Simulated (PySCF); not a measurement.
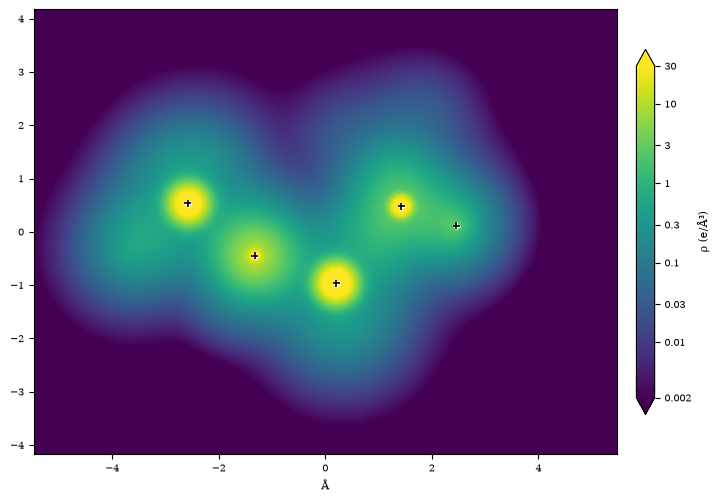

The electron density on a plane through atoms (crosses mark nuclei in the plane).

Computed with PySCF, PBE0/pcSseg-1, SCF density, gas phase, non-relativistic.

Candidates:
A. C2H11N3Si3
B. C2H11NOSi2
C. B2F3H2N (SMILES NB(F)B(F)F)

Which system is this?

Candidate B: C2H11NOSi2 on the plane of atoms Si3, C2 and H11, which holds C, Si, O and H. Si–O (1.61 Å): ρ at the midpoint is about 1.2 e/Å³. C–Si (1.90 Å): ρ at the midpoint is about 0.95 e/Å³.
